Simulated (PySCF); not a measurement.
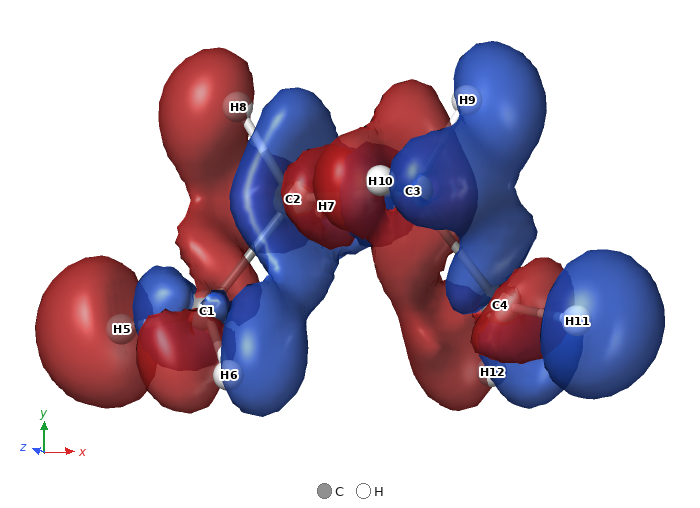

C₄H₈, triplet, SMILES `[CH2]CC[CH2]`. Change of the electron density in a uniform field of 0.51 V/Å, surfaces at ±0.004 e/Å³ (blue: gain, red: loss).

Computed with PySCF, HF/6-311+G**, geometry: GFN2-xTB. No frequency check shows the geometry to be a minimum. The basis has diffuse s and p functions alone, which still leaves polarisabilities too small, most of all across bonds. The stability of the open-shell solution wasn't checked. GFN2-xTB doesn't know the spin state, so this open-shell geometry is rough.

Q: Along which Cartesian direction does the field point?

A: Along −x: electrons gather on the +x side, against the field.

Q: What dipole is induced, and what polarisability does it imply?

A: The induced dipole is 1.18 D (along the field); α along this axis, from the fields in both directions, is 47 bohr³ (6.9 Å³).

Q: Which atoms gain and lose the most charge?

A: Electrons gather most on H11 (Hirshfeld charge changes by −0.018 e) and leave H5 most (+0.018 e); 0.121 electrons are displaced in all.
